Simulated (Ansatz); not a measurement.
## Electronic structure of CH7GeN (SMILES [CH3][GeH2][NH2]) in real space

Input

```
crystal:
  periodic: [false, false, false]
  atoms:
    - {symbol: C, position_ang: [-1.007682, -0.461105, -0.441947]}
    - {symbol: Ge, position_ang: [-0.703852, 1.007615, 0.804922]}
    - {symbol: "N", position_ang: [-2.028544, 2.280012, 0.471953]}
    - {symbol: H, position_ang: [-0.872918, -0.119047, -1.474456]}
    - {symbol: H, position_ang: [-0.304465, -1.280775, -0.257009]}
    - {symbol: H, position_ang: [-2.030440, -0.836118, -0.329104]}
    - {symbol: H, position_ang: [0.739617, 1.547998, 0.639462]}
    - {symbol: H, position_ang: [-0.904478, 0.574337, 2.267534]}
    - {symbol: H, position_ang: [-2.036908, 3.027070, 1.162669]}
    - {symbol: H, position_ang: [-1.928481, 2.721154, -0.439727]}
basis:
  gaussian: {orbitals: def2-TZVPD}
hamiltonian: {xc: {name: PBE0}}
output: {forces: true, orbitals: {seedname: orbitals}}
```

Launched as:

```sh
ansatz run input.yaml --threads 2 --pin off --max-ram 4350MiB --events-out events.jsonl --progress --plain --runs-dir runs
```

Geometry: PBE0-D3(BJ)/pcseg-1.

Level of theory: isolated molecule in a Gaussian basis; Kohn-Sham density functional theory, functional PBE0 in Ansatz.

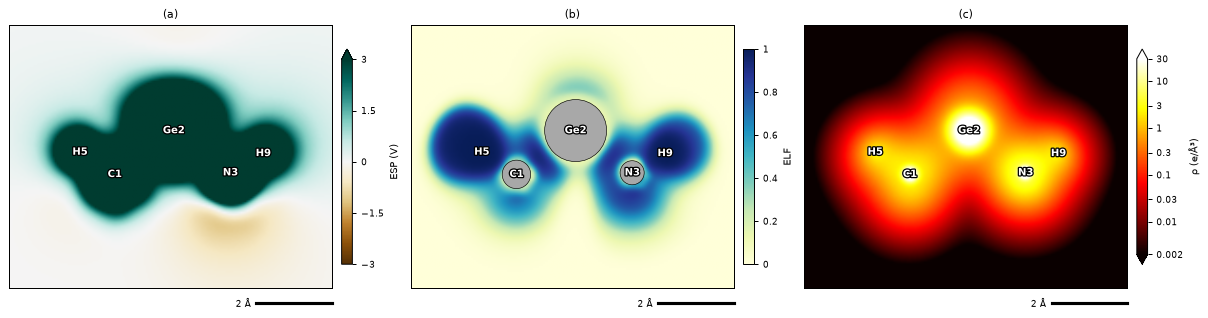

Figure 1. (a) molecular electrostatic potential; (b) ELF; (c) electron density on the plane of atoms C1, Ge2 and N3. Grey discs cover the atomic cores in the ELF map.

Question: Describe what can be read from this map.

Answer:
- Atoms in the plane: C, Ge, N and H.
- Ge–N (1.87 Å): the density is about 0.93 e/Å³ at the midpoint; the ELF peaks at about 0.90 in the valence shell of N, 0.7 Å from its nucleus, and is about 0.50 at the midpoint.
- C–Ge (1.95 Å): ρ is about 0.88 e/Å³ halfway; the ELF peaks at about 0.95 in the valence shell of C, 0.7 Å from its nucleus, and is about 0.70 at the midpoint.
- N–H (1.02 Å): ρ at the midpoint is about 2.8 e/Å³; the ELF climbs to about 1 towards the hydrogen, as it does in any bond to H: an ordinary covalent bond to hydrogen.
- C–H (1.10 Å): the density is about 1.9 e/Å³ at the midpoint; the ELF climbs to about 1 towards the hydrogen; a covalent bond by its length.
- Outside the dense part of the molecule the potential is most negative (−1.0 V) near N3.

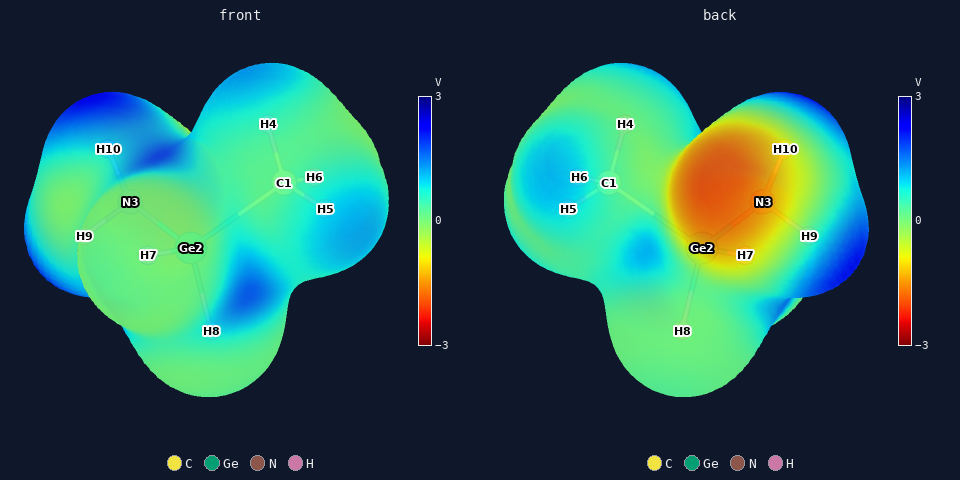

Figure 2. The electrostatic potential painted on the density surface at 0.004 e/bohr³, seen from the front and from behind; red is negative and blue positive.

Question: Which sites attract a positive test charge, and which a negative one?

Answer: A positive charge is drawn to the negative regions and a negative charge to the positive ones. The most negative region (about −2.0 V) lies over N3, the most positive (about +2.2 V) over H9 and H10. N3 is the likeliest acceptor of a hydrogen bond.

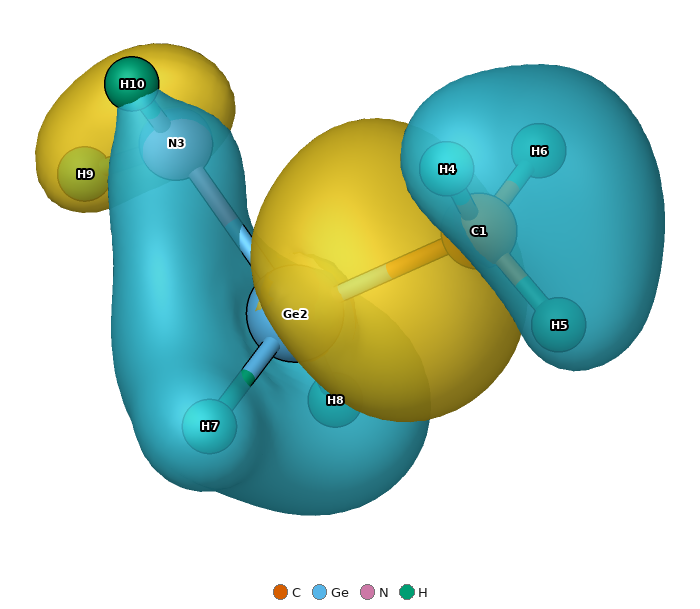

Figure 3. The HOMO−1 at ±0.08 Å⁻³ᐟ² (yellow and cyan are the two phases), seen at a tilt.

Question: Where does this orbital lie, and at what energy?

Answer: It lies mainly on C1 (about 40 %), Ge2 (about 30 %) and H8 (about 10 %). Its energy is −8.87 eV.

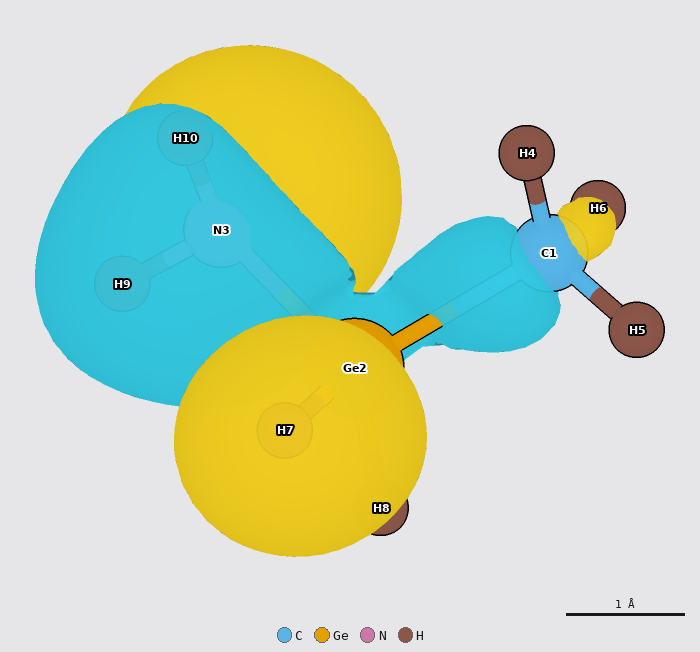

Figure 4. The HOMO at ±0.08 Å⁻³ᐟ² (yellow and cyan are the two phases), seen at a tilt.

Question: What is the character of this orbital?

Answer: Its weight (Hirshfeld) is mainly on N3 (about 65 %), Ge2 (about 10 %) and H7 (about 10 %). Its energy is −7.24 eV.
